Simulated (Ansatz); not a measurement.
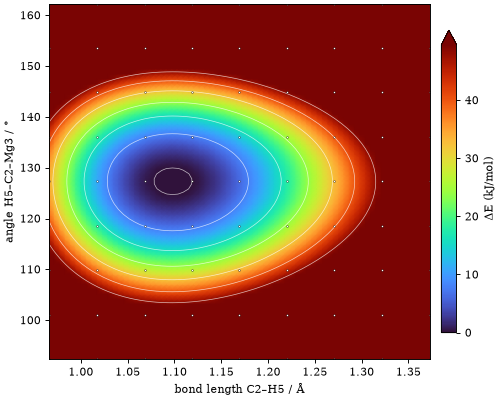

CHCl₂Mg, SMILES Cl[CH+][Mg][Cl], charge +1. Coordinates scanned: (1) bond length C2–H5; (2) angle H5–C2–Mg3. Nothing is relaxed (all other coordinates rigid). The grid has 9 × 9 points. Points are written as (first, second). Energies: kJ/mol, counted from the lowest grid point. Theory: RKS r2SCAN-D4/def2-TZVP in Ansatz 0.2.0.

In the figure: a smooth colour map with a few white contour lines, dots at the grid points, one colour for all values above the top of the scale. Between grid points the surface is interpolated.

> Where is the minimum, and how stiff is the well along each coordinate?

The interpolated minimum is at bond length C2–H5 ≈ 1.098 Å, angle H5–C2–Mg3 ≈ 127.3°. The curvatures there are about 32 eV/Å² and 6.5 eV/rad², with a cross term of about 0 eV/(Å·rad). Round the minimum the two coordinates are nearly uncoupled. (1 eV is 96.5 kJ/mol.)
